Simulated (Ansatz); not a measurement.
System: ZrNbB.

```cif
data_structure
_symmetry_space_group_name_H-M 'P 1'
_symmetry_Int_Tables_number 1
_cell_length_a 3.4792
_cell_length_b 3.4792
_cell_length_c 6.7908
_cell_angle_alpha 90.000
_cell_angle_beta 90.000
_cell_angle_gamma 90.000
_cell_volume 82.20
loop_
_atom_site_label
_atom_site_type_symbol
_atom_site_fract_x
_atom_site_fract_y
_atom_site_fract_z
_atom_site_occupancy
Nb1 Nb 0.00000 0.00000 0.00000 1
Nb2 Nb 0.50000 0.50000 0.00000 1
Zr1 Zr 0.50000 0.00000 0.64000 1
Zr2 Zr 0.00000 0.50000 0.36000 1
B1 B 0.50000 0.00000 0.25500 1
B2 B 0.00000 0.50000 0.74500 1
```

Space group P4/nmm; built by placing these elements on a known structure type; not relaxed (largest force 0.9 eV/Å); computed pressure about 28 GPa in this cell.

All numbers below come from Ansatz, DFT, PAW plane waves, r2SCAN.

### Predict the valence pseudo-density and electron localisation function between the atoms.

Nb–B (2.45 Å): the density is about 0.4 e/Å³ at the midpoint; the ELF peaks at about 0.70 in the valence shell of B, 0.8 Å from its nucleus, and is about 0.25 at the midpoint.
Zr–Nb (3.00 Å): ρ is about 0.23 e/Å³ halfway; the ELF is about 0.20 at the midpoint; no shared electron pair shows on this line.
Bader's partition of the density gives Nb +0.41, Zr +1.34 and B −1.75 e.

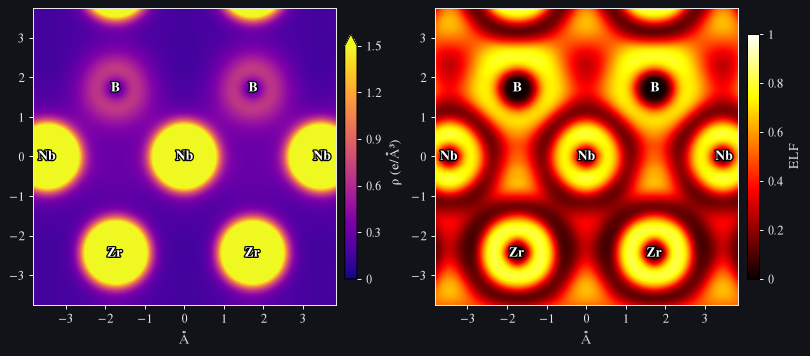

Computed valence pseudo-density and electron localisation function on the (010) plane of the conventional cell, in this order. 

The density is the valence pseudo-density of a PAW calculation; it isn't the true density close to the nuclei.
